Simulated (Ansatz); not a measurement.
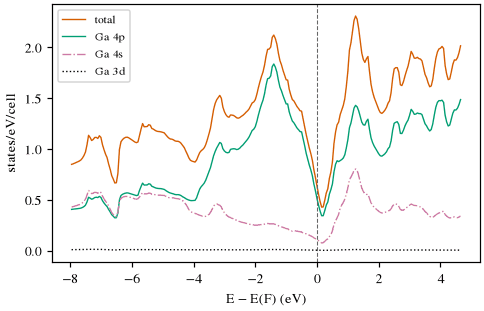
Total and projected density of states of Ga (α-Ga, space group No. 64), DFT-LDA in the program Ansatz with PAW potentials

Q: Which orbitals carry the states next to the Fermi level?

A: Within 0.5 eV of the Fermi level: Ga 4p 82 %, Ga 4s 16 %. Projections are on Löwdin-orthogonalised atomic valence shells; empty p or d shells of many metals are not among them.

Q: Where is the tallest occupied peak in this window, and what makes it?

A: Near -1.4 eV, about 2.1 states/eV per cell; the largest projected share is Ga 4p.

Space group Cmce (α-Ga). The cell was relaxed with LDA under the symmetry of its start. Scalar-relativistic: spin–orbit coupling is off unless named, which matters more the heavier the elements.

Potentials: the earlier of the program's two PAW sets. The files were generated under PBE; for other functionals the program regenerates the frozen cores, and for LDA and PBEsol the local potential too.
